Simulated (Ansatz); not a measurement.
# Nudged elastic band of GaH$_{4}$ClO (part 2 of 2)

The same run, continued: GaH$_{4}$ClO; RKS B3LYP-D4/def2-mTZVP (Ansatz 0.2.0). The run did not end well. One setting was made poor on purpose. It belongs to a series of runs on one base structure; here: band between the two ends.

Geometry of the input (Å):
```
Ga -0.1383  -0.4784  -0.1891
O  -0.4803  0.4448  1.3414
H  -1.2095  0.1218  1.8873
H  1.0467  0.1285  -0.9905
H  -1.0690  -1.7093  -0.4492
Cl 0.8573  3.0048  2.2925
H  0.2572  1.8810  1.9045
```

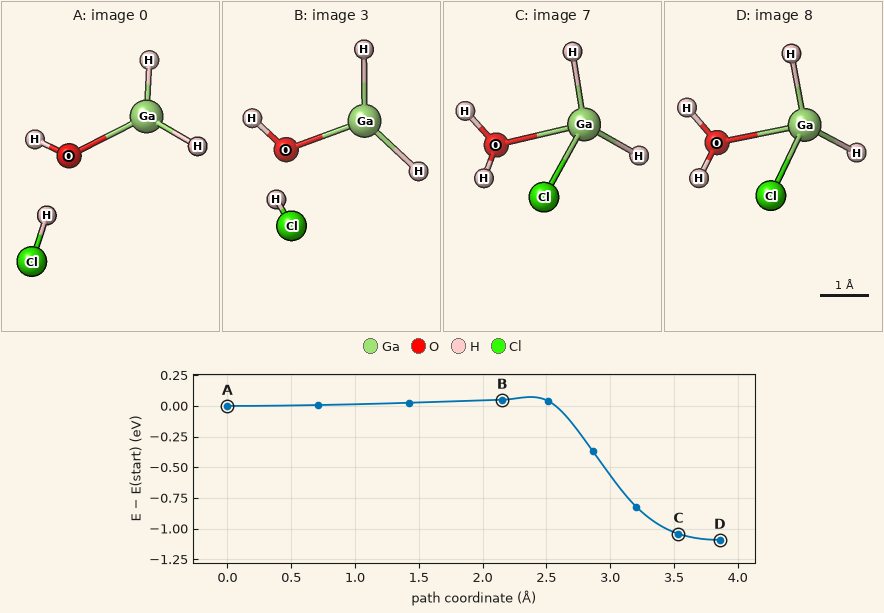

**Figure 1.** Images of the last band (counted from 0; ball-and-stick, seen at a tilt) above the energy along the path; the line is a cubic interpolation that uses the forces. The highest image is number 3, 0.050 eV above the start and 1.141 eV above the end (the climbing image); the end lies 1.091 eV below the start. The path is 3.86 Å long. The band had not converged after 60 iterations.

```
Unfinished report: {"positions_ang":[[-0.03413160886576516,-0.20191590321717673,0.006101226885213581],[-0.16007838479086273,-0.0033682747624911064,1.8409807254964783],[-1.0554790642236722,-0.11483091734024072,2.1877077654274255],[1.4217209021162578,-0.07461089200474508,-0.5143760539670413],[-1.3833392100725277,-0.5809445166269283,-0.6835975101941503],[0.32986793363002676,2.7806577631714915,1.165647371933308],[0.14563943220654357,1.5883147407800882,1.7944374744187634]],"unchecked":["starts","cluster_reference","orbital_swaps","neighbouring_geometries","increment"],"mean_field":{"relativity":"none","state":{"energy":{"ev":-67016.40601960888,"hartree":-2462.8074958691113},"converged":true,"gradient_ev":0.00001675600826128168,"stability":{"kind":"minimum","curvature_ev":35.12263070355401},"curvature_floor_ev":0.00030000000000000003,"spin_squared":-7.105427357601002e-15},"others":[],"fillings":{"estimated":0,"unestimated":0,"tried":0,"untried":0,"excluded_magnetic_sites":0},"n_dropped_functions":0,"n_trapped_functions":0,"passes":{"evaluations":3,"products":20},"factors":{"origin":"Cholesky decomposition","count":936,"bound_ev":0.0006941805281437909},"gradient_stop_ev":0.00009,"reference_kind":"stationary","functional":{"name":"B3LYP","citations":["Stephens, Devlin, Chabalowski & Frisch, J. Phys. Chem. 98, 11623 (1994) doi:10.1021/j100096a001","Becke, Phys. Rev. A 38, 3098 (1988) doi:10.1103/PhysRevA.38.3098","Lee, Yang & Parr, Phys. Rev. B 37, 785 (1988) doi:10.1103/PhysRevB.37.785","Vosko, Wilk & Nusair, Can. J. Phys. 58, 1200 (1980) doi:10.1139/p80-159"],"text":"name \"B3LYP\"\ncite \"Stephens, Devlin, Chabalowski & Frisch, J. Phys. Chem. 98, 11623 (1994) doi:10.1021/j100096a001\"\ncite \"Becke, Phys. Rev. A 38, 3098 (1988) doi:10.1103/PhysRevA.38.3098\"\ncite \"Lee, Yang & Parr, Phys. Rev. B 37, 785 (1988) doi:10.1103/PhysRevB.37.785\"\ncite \"Vosko, Wilk & Nusair, Can. J. Phys. 58, 1200 (1980) doi:10.1139/p80-159\"\nparameter a0 = 0.2\nparameter ax = 0.72\nparameter ac = 0.81\nexchange = (1 - a0 - ax)*slater_x + ax*b88_x + a0*exact_x\ncorrelation = (1 - ac)*vwn_rpa_c + ac*lyp_c\n","parameters":{"a0":{"value":0.2,"default":0.2},"ac":{"value":0.81,"default":0.81},"ax":{"value":0.72,"default":0.72}},"final_grid":{"core_spheres":13.0,"valence_spheres":11.0,"degree":36.0},"final_grid_parameter_source":"default","radial_points_factor":1.0,"radial_grid_error_ev":6.729326096032238e-7,"grid_sensitivity":"normal","grid_sensitivity_ratio":0.0013437628806248659},"unsmoothed_excess_ev":-0.0002535869357015826,"symmetry":{"irreps":["A"],"axes":[[0.9996632981794964,-0.014481780821251566,0.021530636245508498],[0.015087482253378762,0.9994872755687438,-0.028240996006221625],[-0.021110617047949,0.02855633030371156,0.9993692399946277]],"occupied":[{"A":30},{"A":30}]},"held":{"pivots":936,"left_out":0,"joined":0},"density_repulsion":{"missed_ev":0.00001112248215145166,"excess_ev":0.0,"most_excess_ev":0.000162,"are_drawn_again":false,"n_first_factors":936,"energy_change_ev":0.0,"n_dropped_ends":0}},"factors":{"origin":"Cholesky decomposition","count":936,"bound_ev":0.0006941805281437909},"n_frozen":0,"n_occupied":[30,30],"n_virtual":[64,64],"reference":{"ev":-67016.40601960888,"hartree":-2462.8074958691113},"dispersion":{"energy":{"ev":-0.20073935504860418,"hartree":-0.00737703523201435},"switches_in_reach":[]},"total":{"ev":-67016.60675896393,"hartree":-2462.8148729043432},"forces_ev_per_angstrom":[[-0.00622339166333296,-0.028875283426339382,0.009791025865195344],[0.036525052291972386,-0.021385791093727784,-0.025649441375240258],[-0.01704604293064287,-0.03842317809005681,0.0172643976515973],[-0.0009641230567185308,-0.040795315127874134,0.008744338912480509],[-0.004958963108581187,0.026129315975921562,-0.021736030912142882],[-0.01891082028994147,0.0324702423824271,0.015139089919892375],[0.011578288742904676,0.07088000937524566,-0.0035533800612293745]],"charge_distribution":{"dipole_moment_e_ang":[-0.3081753412552321,-0.5449474502206176,-0.11560554601087217],"mulliken_charges_e":[0.5739457849907694,-0.8771798664417929,0.4582841408884947,-0.053640889399577674,-0.0877816427479392,-0.3567231527564445,0.34309562546648775],"lowdin_charges_e":[0.22879412228030205,-0.6906498391047631,0.28199880504765895,0.001678560591446221,-0.00947575011612134,-0.049269995403090405,0.2369240967045556]},"n_threads":2,"memory_gib":2.556818182580173,"seconds":{"hamiltonian":0.951947618,"orbitals":0.0,"second_order":0.0,"solver_start":0.0,"cycles":0.0,"cycle":0.0,"perturbative":0.0,"full_ci_increment":0.0,"forces":0.0}}
this run last wrote the band of iteration 60 to [file]
Error: NEB band did not converge after 60 iterations: max|band force component| = 8.04e-2 eV/Å (threshold 3.0e-2); raise `neb.max_iterations` in a new run, which can start from the last band evaluated (`neb.initial_path`, with `crystal.atoms` and `neb.final_atoms` set to its first and last images), add images, or start from endpoints closer to local minima. Where this run's directory can be resumed (`checkpoint.write`), a resume goes on for up to `neb.max_iterations` more; to start a new run from the last band, take its images' positions from the `neb_iteration` event of iteration 60 (`data.images[].positions_ang`), in the event stream of the run that computed that iteration (not this run's, if it was resumed behind it). With `checkpoint.write`, `steps/00-neb/state/checkpoint.json` in the run directory holds the last saved band, under `neb.evaluated.images[].positions_ang` (a band under a hybrid functional on support functions is neither saved nor resumed: `neb.initial_path` says where its path is): check the last entry of `neb.iterations` there, which is earlier than 60 if that iteration was not saved or its write failed. If the band's step has no `state` directory and holds `state.next`, a write was cut short, and the file is under `state.next` instead (behind a loss of power it can be under `state.prev`)
this run wrote the band of iteration 60 to [file] as well, whether or not its events were kept: a new run's `neb.initial_path` can list its `images[].positions_ang`
a run's events are kept only if it was started with --events-out <file>, and are in that file
```

**The last band as extended XYZ (Å, eV, eV/Å)**
```
7
Properties=species:S:1:pos:R:3:forces:R:3 image=0 energy=-67016.65623
Ga   -0.1383   -0.4784   -0.1891   -0.0102  -0.0112  -0.0011
O    -0.4803    0.4448    1.3414   -0.0154  -0.0223  -0.0090
H    -1.2095    0.1218    1.8873    0.0138   0.0127  -0.0017
H     1.0467    0.1285   -0.9905   -0.0083  -0.0049   0.0052
H    -1.0690   -1.7093   -0.4492    0.0208   0.0274   0.0069
Cl    0.8573    3.0048    2.2925    0.0001  -0.0005   0.0003
H     0.2572    1.8810    1.9045   -0.0008  -0.0013  -0.0006
7
Properties=species:S:1:pos:R:3:forces:R:3 image=1 energy=-67016.64914
Ga   -0.1213   -0.4167   -0.1352   -0.0043  -0.0079  -0.0034
O    -0.3558    0.2517    1.5432    0.0018   0.0039  -0.0085
H    -1.1679    0.0003    2.0022    0.0018  -0.0038   0.0022
H     1.1833    0.1065   -0.7948   -0.0013  -0.0104  -0.0024
H    -1.2372   -1.3954   -0.6206   -0.0044  -0.0116  -0.0088
Cl    0.7246    3.0443    1.9270    0.0013   0.0167   0.0182
H     0.2385    1.8025    1.8751    0.0050   0.0132   0.0028
7
Properties=species:S:1:pos:R:3:forces:R:3 image=2 energy=-67016.63053
Ga   -0.0881   -0.3349   -0.0650   -0.0062  -0.0175  -0.0013
O    -0.2461    0.0909    1.7068    0.0318   0.0055  -0.0268
H    -1.1101   -0.0853    2.1016   -0.0206  -0.0098   0.0123
H     1.3122    0.0210   -0.6317    0.0000  -0.0226  -0.0027
H    -1.3517   -0.9998   -0.6973   -0.0094  -0.0127  -0.0149
Cl    0.5389    2.9828    1.5466   -0.0017   0.0342   0.0309
H     0.2091    1.7187    1.8360    0.0062   0.0229   0.0025
7
Properties=species:S:1:pos:R:3:forces:R:3 image=3 energy=-67016.60651
Ga   -0.0341   -0.2019    0.0061   -0.0062  -0.0289   0.0098
O    -0.1601   -0.0034    1.8410    0.0365  -0.0214  -0.0256
H    -1.0555   -0.1148    2.1877   -0.0170  -0.0384   0.0173
H     1.4217   -0.0746   -0.5144   -0.0010  -0.0408   0.0087
H    -1.3833   -0.5809   -0.6836   -0.0050   0.0261  -0.0217
Cl    0.3299    2.7807    1.1656   -0.0189   0.0325   0.0151
H     0.1456    1.5883    1.7944    0.0116   0.0709  -0.0036
7
Properties=species:S:1:pos:R:3:forces:R:3 image=4 energy=-67016.61461
Ga   -0.0111   -0.0715   -0.0163    0.0439   0.2111  -0.0235
O    -0.1482    0.1038    1.8821    0.0816   0.1386   0.0519
H    -1.0479   -0.0365    2.2125    0.0144   0.0627   0.0686
H     1.4521   -0.0930   -0.5113    0.0576  -0.0394   0.0141
H    -1.3701   -0.5328   -0.6397    0.0210   0.1484   0.0489
Cl    0.3158    2.6669    1.0552   -0.0968  -0.1959  -0.1801
H     0.0738    1.3565    1.8144   -0.1217  -0.3255   0.0202
7
Properties=species:S:1:pos:R:3:forces:R:3 image=5 energy=-67017.02188
Ga    0.0123    0.0982   -0.0501    0.1089   0.6938  -0.1311
O    -0.1353    0.1232    1.9375    0.0099   0.0886   0.2593
H    -1.0483   -0.0223    2.2337    0.0683   0.0641   0.0908
H     1.4713   -0.1018   -0.5172    0.0982  -0.0925   0.0224
H    -1.3494   -0.4685   -0.6047    0.0897   0.3041   0.1284
Cl    0.2845    2.5908    0.8827   -0.1739  -0.3140  -0.7613
H     0.0291    1.1736    1.9150   -0.2012  -0.7442   0.3915
7
Properties=species:S:1:pos:R:3:forces:R:3 image=6 energy=-67017.47649
Ga    0.0429    0.2494   -0.0787    0.0966   0.4611  -0.0841
O    -0.1290    0.0884    1.9918   -0.0319  -0.1214   0.1844
H    -1.0547   -0.0490    2.2491    0.0354  -0.0632   0.0515
H     1.4859   -0.1163   -0.5222    0.0526  -0.1008   0.0351
H    -1.3222   -0.3741   -0.5676    0.0787   0.3264   0.0839
Cl    0.2263    2.5177    0.6809   -0.1880  -0.2333  -0.6432
H     0.0150    1.0772    2.0435   -0.0434  -0.2688   0.3724
7
Properties=species:S:1:pos:R:3:forces:R:3 image=7 energy=-67017.69783
Ga    0.0725    0.3336   -0.1104    0.0355   0.0824  -0.0309
O    -0.1148    0.0554    2.0199   -0.0193  -0.0609   0.0374
H    -1.0351   -0.1344    2.2631    0.0356  -0.0525  -0.0027
H     1.4982   -0.1586   -0.4994    0.0189  -0.0605   0.0392
H    -1.3166   -0.2411   -0.5600    0.0065   0.1395   0.0140
Cl    0.1578    2.5258    0.4851   -0.0860   0.0028  -0.2206
H     0.0023    1.0125    2.1985    0.0088  -0.0507   0.1635
7
Properties=species:S:1:pos:R:3:forces:R:3 image=8 energy=-67017.74736
Ga    0.0780    0.3959   -0.1282    0.0104  -0.0097  -0.0162
O    -0.0976    0.0244    2.0155   -0.0004   0.0174  -0.0078
H    -1.0063   -0.2215    2.2480   -0.0042  -0.0069   0.0043
H     1.4928   -0.1878   -0.4313   -0.0045   0.0041  -0.0002
H    -1.3281   -0.1358   -0.5693   -0.0019   0.0023   0.0022
Cl    0.1027    2.5917    0.2986    0.0000  -0.0090   0.0065
H     0.0227    0.9264    2.3635    0.0006   0.0018   0.0112
```

**What the run reported**

| quantity | value |
| --- | --- |
| outcome | not converged |
| barrier, forward (band not converged) | 0.050 eV |
| barrier, backward | 1.141 eV |
| wall time | 6.7 min (CPU time 13 min) |
| peak memory | 0.21 GiB |

**What went wrong**

The run did not converge: “NEB band did not converge after 60 iterations: max|band force component| = 8.04e-2 eV/Å (threshold 3.0e-2); raise `neb.max_iterations` in a new run, which can start from the last band evaluated (`neb.initial_path`, with `crystal.atoms` and `neb.final_atoms` set to its first and last images), add images, or start from endpoints closer to local minima …” Its last values are not results. A deliberately poor setting: step length.
